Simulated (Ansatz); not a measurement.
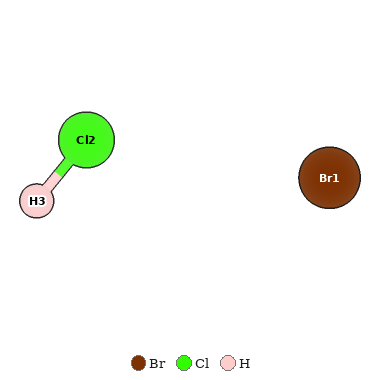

The system is Br⁻ + ClH; the picture shows the reference structure. 
- The first coordinate is: distance Br1–Cl2; the second: distance Cl2–H3.
- Nothing is relaxed (the angle Br1–Cl2–H3 is fixed at 120 degrees).
- Grid: 17 × 17 points.
- All energies are given in kJ/mol relative to Br with charge -1 far from the relaxed ClH (each part in its own basis).
- The reference is spin-restricted, so regions where a bond is pulled apart into radicals lie too high.
- Method: RKS PBE0-D4/def2-SVPD in Ansatz 0.2.0.

Its coordinates:

```xyz
3

Br   -4.1760    0.0000    0.0000
Cl    0.0000    0.0000    0.0000
H     0.6680    1.1570    0.0000
```

Range: distance Br1–Cl2 from 1.776 to 4.176 Å; distance Cl2–H3 from 1.064 to 3.464 Å.

Question: What will the energy surface look like?

Answer: The lowest grid point is at distance Br1–Cl2 = 4.176 Å, distance Cl2–H3 = 1.336 Å, 6 kJ/mol from Br with charge -1 far from the relaxed ClH (each part in its own basis). It lies in a valley that leaves the map towards separated partners. The highest grid point, distance Br1–Cl2 = 1.776 Å, distance Cl2–H3 = 1.064 Å, lies 1201 kJ/mol above the lowest.

| distance Cl2–H3 ↓, distance Br1–Cl2 → | 1.776 | 1.937 | 2.172 | 2.447 | 2.751 | 3.079 | 3.427 | 3.794 | 4.176 |
| --- | --- | --- | --- | --- | --- | --- | --- | --- | --- |
| 3.271 | 763 | 569 | 448 | 409 | 415 | 439 | 461 | 476 | 484 |
| 2.896 | 757 | 562 | 438 | 394 | 395 | 412 | 430 | 442 | 448 |
| 2.539 | 759 | 559 | 428 | 373 | 362 | 370 | 382 | 390 | 395 |
| 2.200 | 776 | 568 | 418 | 341 | 311 | 306 | 310 | 315 | 318 |
| 1.883 | 820 | 592 | 407 | 292 | 235 | 215 | 211 | 212 | 214 |
| 1.593 | 892 | 630 | 386 | 224 | 140 | 105 | 93 | 91 | 91 |
| 1.336 | 983 | 672 | 370 | 172 | 70 | 27 | 12 | 7 | 6 |
| 1.129 | 1123 | 778 | 446 | 232 | 124 | 78 | 61 | 56 | 55 |

The table holds every second grid line.

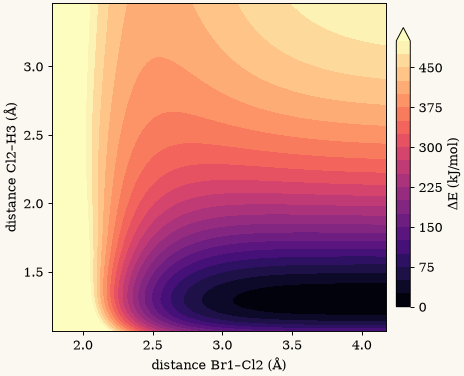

Drawn: filled contours, one colour for all values above the top of the scale. Between grid points the surface is interpolated.

Each point was launched as `ansatz run input.yaml --threads 1 --pin off --max-ram 2560MiB --backend cpu --events-out ev --progress --plain --runs-dir out`. Time for the 289 points that were run: 15 min on 1 thread of Arm Neoverse V1 (shared host).
